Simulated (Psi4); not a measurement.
**U-r2SCAN/def2-TZVPD (core potential, sweep point 4) run of SnH2F (SMILES [F][SnH2])**

What is the vertical doublet–quartet gap of SnH2F at U-r2SCAN/def2-TZVPD (core potential, sweep point 4)? The job is set up through a Python script.

Program for the calculation: Psi4 1.11.

## Step 1: The molecule

SnH2F: 4 atoms, total charge 0, spin state doublet. As SMILES, `[F][SnH2]`. The coordinates come from a PBE0-D4/def2-TZVP relaxation.

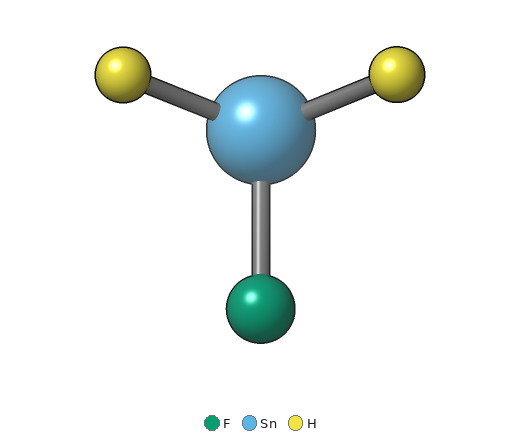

The structure, seen from a chosen angle (fluorine teal, tin blue, hydrogen yellow).

## Step 2: The energy at U-r2SCAN/def2-TZVPD (core potential, sweep point 4)

calc.py reads:

```python
import psi4

psi4.set_memory('1600 MB')
psi4.set_num_threads(1)
psi4.set_output_file('run.log', False)

molecule = psi4.geometry("""
0 2
F     -1.552600    -0.190000     0.640700
Sn     0.028300    -0.242200    -0.468300
H      1.184100    -1.054400     0.524100
H      0.395700     1.426200    -0.716700
units angstrom
symmetry c1
""")

psi4.set_options({
    'reference': 'uks',
    'puream': True,
    'scf_type': 'pk',
    'dft_radial_points': 99,
    'dft_spherical_points': 590,
    'maxiter': 150,
})

e = psi4.energy("r2scan/def2-TZVPD")
print(f'total energy {e:.8f} hartree = {e * 27.211386:.5f} eV')
for k, v in sorted(psi4.core.scalar_variables().items()):
    print(f'{k:45s} {v:18.10f}')
```

Command:

```console
$ python calc.py
```

run.log:

```text
[...]
    !!!  WARNING: ECP capability is in beta. Please check occupations closely.  !!!
[...]
  Running in c1 symmetry.
[...]
  Nuclear repulsion =   71.224961374238049
[...]
  Multiplicity = 2
[...]
  Nalpha       = 17
  Nbeta        = 16
[...]
    Number of basis functions: 114
[...]
   @UKS iter   1:  -315.15592689761166   -1.08087e+00   7.11860e-03 ADIIS/DIIS
[...]
   @UKS iter   9:  -315.41392866829545   -5.89736e-08   7.57883e-07 DIIS
[...]
   @S^2 Observed:                7.536684790E-01
[...]
    Orbital Energies [Eh]
    ---------------------
    Alpha Occupied:
       1A    -24.436646     2A     -5.062739     3A     -3.404172
       4A     -3.402122     5A     -3.398690     6A     -1.095325
       7A     -0.991898     8A     -0.991501     9A     -0.988472
      10A     -0.987098    11A     -0.974329    12A     -0.494619
      13A     -0.365766    14A     -0.356167    15A     -0.344197
      16A     -0.310679    17A     -0.221350
    Alpha Virtual:
      18A     -0.052369    19A     -0.013652    20A      0.006237
      21A      0.038154    22A      0.081758    23A      0.085876
      24A      0.092068    25A      0.097268    26A      0.107548
[...]
  @UKS Final Energy:  -315.41392866829545
   => Energetics <=
    Nuclear Repulsion Energy =             71.2249613742380490
    One-Electron Energy =                -659.3372161759888286
    Two-Electron Energy =                 302.0122316774960609
    DFT Exchange-Correlation Energy =     -29.3139055440407539
    Empirical Dispersion Energy =           0.0000000000000000
    VV10 Nonlocal Energy =                  0.0000000000000000
    Total Energy =                       -315.4139286682954548
[...]
 Multipole Moments:
 ------------------------------------------------------------------------------------
     Multipole            Electronic (a.u.)      Nuclear  (a.u.)        Total (a.u.)
 ------------------------------------------------------------------------------------
 L = 1.  Multiply by 2.5417464519 to convert [e a0] to [Debye]
 Dipole X            :         12.1865619          -11.3966557            0.7899062
 Dipole Y            :         -1.7622147            1.6850364           -0.0771783
 Dipole Z            :        -11.2679016           10.6115281           -0.6563736
 Magnitude           :                                                    1.0299197
[...]
```

The script printed:

```text
total energy -315.41392867 hartree = -8582.85016 eV
CURRENT ENERGY                                   -315.4139286683
CURRENT REFERENCE ENERGY                         -315.4139286683
DD SOLVATION ENERGY                                 0.0000000000
DFT FUNCTIONAL TOTAL ENERGY                      -315.4139286683
DFT TOTAL ENERGY                                 -315.4139286683
DFT VV10 ENERGY                                     0.0000000000
DFT XC ENERGY                                     -29.3139055440
GRID ELECTRONS ALPHA                               17.0000001678
GRID ELECTRONS BETA                                16.0000001780
GRID ELECTRONS TOTAL                               33.0000003459
NUCLEAR REPULSION ENERGY                           71.2249613742
ONE-ELECTRON ENERGY                              -659.3372161760
PCM POLARIZATION ENERGY                             0.0000000000
PE ENERGY                                           0.0000000000
SCF ITERATION ENERGY                             -315.4139286683
SCF ITERATIONS                                      9.0000000000
SCF TOTAL ENERGY                                 -315.4139286683
TWO-ELECTRON ENERGY                               302.0122316775
XC GRID RADIAL POINTS                              99.0000000000
XC GRID SPHERICAL POINTS                          590.0000000000
XC GRID TOTAL POINTS                           225872.0000000000
```

It took 40 s on 1 thread of Intel Xeon 6975P-C (Granite Rapids), shared host; peak memory 0.65 GiB.

## Step 3: The quartet at the same level

fh2sn.py reads:

```python
import psi4

psi4.set_memory(1600000000)
psi4.set_num_threads(1)
psi4.core.set_output_file('run.log', False)

molecule = psi4.geometry("""
0 4
F     -1.552600    -0.190000     0.640700
Sn     0.028300    -0.242200    -0.468300
H      1.184100    -1.054400     0.524100
H      0.395700     1.426200    -0.716700
symmetry c1
""")

psi4.set_options({
    'basis': 'def2-TZVPD',
    'reference': 'uks',
    'puream': True,
    'scf_type': 'pk',
    'dft_radial_points': 99,
    'dft_spherical_points': 590,
    'maxiter': 150,
})

energy_value = psi4.energy('R2SCAN')
print('E =', round(energy_value, 9))
```

Command:

```console
$ python fh2sn.py
```

run.log:

```text
[...]
    !!!  WARNING: ECP capability is in beta. Please check occupations closely.  !!!
[...]
  Running in c1 symmetry.
[...]
  Nuclear repulsion =   71.224961374238049
[...]
  Multiplicity = 4
[...]
  Nalpha       = 18
  Nbeta        = 15
[...]
    Number of basis functions: 114
[...]
   @UKS iter   1:  -314.86818732327362   -7.93130e-01   7.61940e-03 ADIIS/DIIS
[...]
   @UKS iter  13:  -315.18975467828278   -1.18607e-07   9.22715e-07 DIIS
[...]
   @S^2 Observed:                3.763600311E+00
[...]
    Orbital Energies [Eh]
    ---------------------
    Alpha Occupied:
       1A    -24.479535     2A     -5.079180     3A     -3.421368
       4A     -3.419957     5A     -3.412880     6A     -1.133878
       7A     -1.015792     8A     -1.011565     9A     -1.004808
      10A     -1.002917    11A     -0.991176    12A     -0.543763
      13A     -0.424748    14A     -0.408749    15A     -0.380597
      16A     -0.376418    17A     -0.251079    18A     -0.096093
    Alpha Virtual:
      19A     -0.055306    20A     -0.028292    21A      0.001611
      22A      0.045464    23A      0.053004    24A      0.055333
      25A      0.063013    26A      0.079194    27A      0.085656
[...]
  @UKS Final Energy:  -315.18975467828278
   => Energetics <=
    Nuclear Repulsion Energy =             71.2249613742380490
    One-Electron Energy =                -658.3967863477738547
    Two-Electron Energy =                 301.2147250610414062
    DFT Exchange-Correlation Energy =     -29.2326547657884248
    Empirical Dispersion Energy =           0.0000000000000000
    VV10 Nonlocal Energy =                  0.0000000000000000
    Total Energy =                       -315.1897546782827817
[...]
 Multipole Moments:
 ------------------------------------------------------------------------------------
     Multipole            Electronic (a.u.)      Nuclear  (a.u.)        Total (a.u.)
 ------------------------------------------------------------------------------------
 L = 1.  Multiply by 2.5417464519 to convert [e a0] to [Debye]
 Dipole X            :         11.8481529          -11.3966557            0.4514972
 Dipole Y            :         -1.5700816            1.6850364            0.1149548
 Dipole Z            :        -10.6684473           10.6115281           -0.0569192
 Magnitude           :                                                    0.4693657
[...]
```

The script printed:

```text
E = -315.189754678
```

Run time: 53 s. Hardware: 1 thread of Intel Xeon 6975P-C (Granite Rapids), shared host; peak memory 0.66 GiB.

## Step 4: Summary of results

At U-r2SCAN/def2-TZVPD (core potential, sweep point 4):

| quantity | value |
| --- | --- |
| doublet: total energy | -315.41393 Eh |
| doublet: dipole moment | 2.62 D |
| doublet: HOMO energy (highest over α and β) | -6.02 eV |
| doublet: LUMO energy (lowest over α and β) | -4.16 eV |
| doublet: ⟨S²⟩ | 0.754 |
| quartet: total energy | -315.18975 Eh |
| quartet: dipole moment | 1.19 D |
| quartet: HOMO energy (highest over α and β) | -2.61 eV |
| quartet: ⟨S²⟩ | 3.764 |
| vertical energy of the quartet above the doublet | 6.100 eV |

At this shape the quartet lies 6.10 eV (589 kJ/mol) above the doublet.
